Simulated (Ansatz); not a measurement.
# Pressure series in Y

The reference is Y in the hcp (Mg type) structure (space group P6_3/mmc, No. 194).

```cif
data_Y2
_chemical_formula_sum 'Y2'
_space_group_name_H-M_alt 'P 1'
_space_group_IT_number 1
_cell_length_a 3.65564
_cell_length_b 3.65564
_cell_length_c 5.67870
_cell_angle_alpha 90.000
_cell_angle_beta 90.000
_cell_angle_gamma 120.000
loop_
_space_group_symop_operation_xyz
  'x, y, z'
loop_
_atom_site_label
_atom_site_type_symbol
_atom_site_fract_x
_atom_site_fract_y
_atom_site_fract_z
_atom_site_occupancy
Y1 Y 0.66667 0.33333 0.75000 1
Y2 Y 0.33333 0.66667 0.25000 1
```

Cell and atoms are relaxed at each pressure.

Calculations: Ansatz (a quantum-chemistry and plane-wave program) PBE, no SOC.

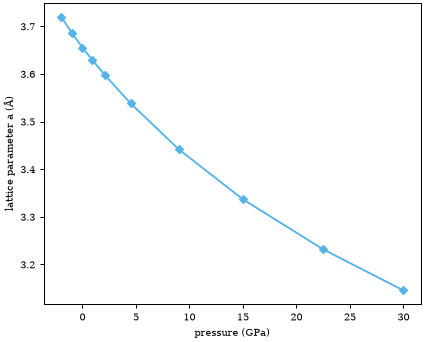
Lattice parameter a against pressure

Q: From the plot, what is the lattice parameter a for pressure −1 GPa?

A: About 3.69 Å.

Q: Is the trend monotonic over the range shown?

A: Yes, it falls throughout, spanning 3.146 Å to 3.721 Å.

Load acts through the strain it causes; cell and atoms are relaxed under it. Whether these cells are dynamically stable was not tested. Competing high-pressure phases were not computed. The final runs are not spin-polarised.
